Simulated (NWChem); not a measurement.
# SnH3Cl (SMILES [Cl][SnH3]) at B3LYP/DGauss-DZVP

Aim: the vertical ionisation energy of SnH3Cl at B3LYP/DGauss-DZVP, from 2 runs. 

The calculation is run with NWChem 7.3.0.

**1. Starting point**

SnH3Cl has 5 atoms, charge 0, and is taken as a singlet. As SMILES, `[Cl][SnH3]`. The shape is that of a PBE0-D4/def2-TZVP optimisation.

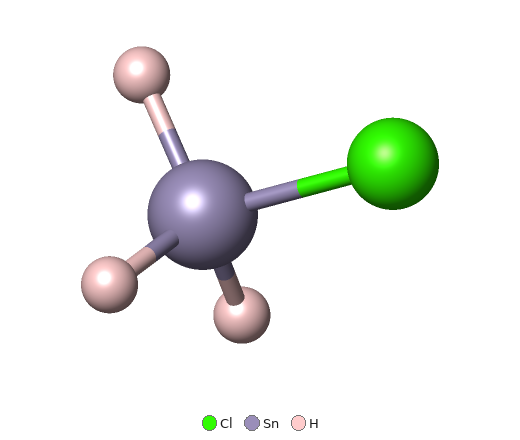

Viewed from a chosen angle; chlorine green, tin purple, hydrogen pink.

**2. The energy at B3LYP/DGauss-DZVP**

Contents of m1.nw:

```
start m1
memory stack 880 mb heap 220 mb global 1100 mb

geometry noautosym nocenter noautoz
   Cl   -1.839400    0.332400    1.029900
   Sn    0.168900   -0.044500   -0.097500
   H    -0.120500    0.362900   -1.722400
   H     0.522700   -1.694200    0.111100
   H     1.318200    0.969900    0.637400
end

basis "ao basis" spherical bse
   * library DGauss-DZVP
end

dft
   xc b3lyp
   grid fine
   convergence energy 1e-08
   maxiter 100
   mulliken
   noprint "final vectors analysis"
end

task dft energy
```

Command:

```
nwchem m1.nw > m1.out
```

Standard output:

```text
[...]
          Wavefunction type:  closed shell.
          No. of atoms     :     5
          No. of electrons :    70
[...]
          Charge           :     0
          Spin multiplicity:     1
[...]
          AO basis - number of functions:    60
[...]
              XC Information
              --------------
                         B3LYP Method XC Potential
                     Hartree-Fock (Exact) Exchange  0.200
                        Slater Exchange Functional  0.800 local
                    Becke 1988 Exchange Functional  0.720 non-local
              Lee-Yang-Parr Correlation Functional  0.810
                  VWN I RPA Correlation Functional  0.190 local
[...]
 d= 0,ls=0.0,diis     1  -6486.7125886927 -6.74D+03  2.05D-02  2.58D-01     3.6
[...]
 d= 0,ls=0.0,diis     8  -6486.7464652742 -2.23D-10  7.64D-07  1.32D-09    17.8
         Total DFT energy =    -6486.746465274203
      One electron energy =    -9431.937697289655
           Coulomb energy =     2887.359383276429
    Exchange-Corr. energy =     -190.475174215429
 Nuclear repulsion energy =      248.307022954452
[...]
      Total Density - Mulliken Population Analysis
     ---------------------------------------------
    Atom       Charge   Shell Charges
 -----------   ------   -------------------------------------------------------
    1 Cl  17    17.26   2.00  2.00  1.15  0.79  5.99  3.85  1.47  0.01
    2 Sn  50    49.92   2.00  2.00  2.00  2.00  0.94  0.31  6.00  5.99  6.01  2.29  0.07 10.00  9.95  0.35
    3 H    1     0.94   0.54  0.41
    4 H    1     0.94   0.54  0.41
    5 H    1     0.94   0.54  0.41
[...]
```

Run time: 19 s. Hardware: 1 thread of Intel Xeon Platinum 8259CL at 2.50GHz (Skylake/Cascade Lake), shared host; peak memory 0.12 GiB.

**3. The doublet cation, same level**

Contents of run.nw:

```
start run
title "ClH3Sn"
memory stack 880 mb heap 220 mb global 1100 mb
charge 1
geometry units angstrom noautosym nocenter noautoz
  Cl   -1.839400    0.332400    1.029900
  Sn    0.168900   -0.044500   -0.097500
  H    -0.120500    0.362900   -1.722400
  H     0.522700   -1.694200    0.111100
  H     1.318200    0.969900    0.637400
end
basis spherical bse
  Cl library DGauss-DZVP
  Sn library DGauss-DZVP
  H library DGauss-DZVP
end
dft
  xc b3lyp
  mult 2
  grid fine
  convergence energy 1e-08
  iterations 100
  mulliken
  noprint "final vectors analysis"
end
task dft energy
```

Command:

```
nwchem run.nw > run.out
```

Standard output:

```text
[...]
          Wavefunction type:  spin polarized.
          No. of atoms     :     5
          No. of electrons :    69
[...]
          Charge           :     1
          Spin multiplicity:     2
[...]
          AO basis - number of functions:    60
[...]
              XC Information
              --------------
                         B3LYP Method XC Potential
                     Hartree-Fock (Exact) Exchange  0.200
                        Slater Exchange Functional  0.800 local
                    Becke 1988 Exchange Functional  0.720 non-local
              Lee-Yang-Parr Correlation Functional  0.810
                  VWN I RPA Correlation Functional  0.190 local
[...]
 d= 0,ls=0.0,diis     1  -6486.2088107578 -6.73D+03  1.44D-02  3.19D-01     4.0
[...]
 d= 0,ls=0.0,diis    30  -6486.3424814129 -1.98D-10  9.56D-07  6.58D-12    74.9
[...]
         Total DFT energy =    -6486.342481412911
      One electron energy =    -9414.596865336101
           Coulomb energy =     2870.092114979417
    Exchange-Corr. energy =     -190.144754010678
 Nuclear repulsion energy =      248.307022954452
[...]
      Total Density - Mulliken Population Analysis
     ---------------------------------------------
    Atom       Charge   Shell Charges
 -----------   ------   -------------------------------------------------------
    1 Cl  17    16.74   2.00  2.00  1.20  0.75  5.99  3.73  1.05  0.01
    2 Sn  50    49.83   2.00  2.00  2.00  2.00  1.02  0.27  6.00  5.99  6.01  2.29 -0.02 10.00  9.94  0.32
    3 H    1     0.82   0.51  0.31
    4 H    1     0.78   0.50  0.29
    5 H    1     0.82   0.51  0.31
[...]
      <S2> =      0.7572 (Exact =     0.7500)
[...]
```

Run time: 76 s. Hardware: 1 thread of Intel Xeon Platinum 8259CL at 2.50GHz (Skylake/Cascade Lake), shared host; peak memory 0.12 GiB.

**4. Outcome**

Level: B3LYP/DGauss-DZVP.

| quantity | value |
| --- | --- |
| singlet SnH3Cl: total energy | -6486.74647 Eh |
| singlet SnH3Cl: dipole moment | 2.63 D |
| doublet cation: total energy | -6486.34248 Eh |
| doublet cation: ⟨S²⟩ | 0.757 |
| vertical ionisation energy (to the doublet cation) | 10.993 eV |

**Reading.** Removing an electron at fixed nuclei costs 10.99 eV (254 kcal/mol). Mulliken charges (singlet SnH3Cl) run from -0.26 on Cl1 to +0.08 on Sn2.
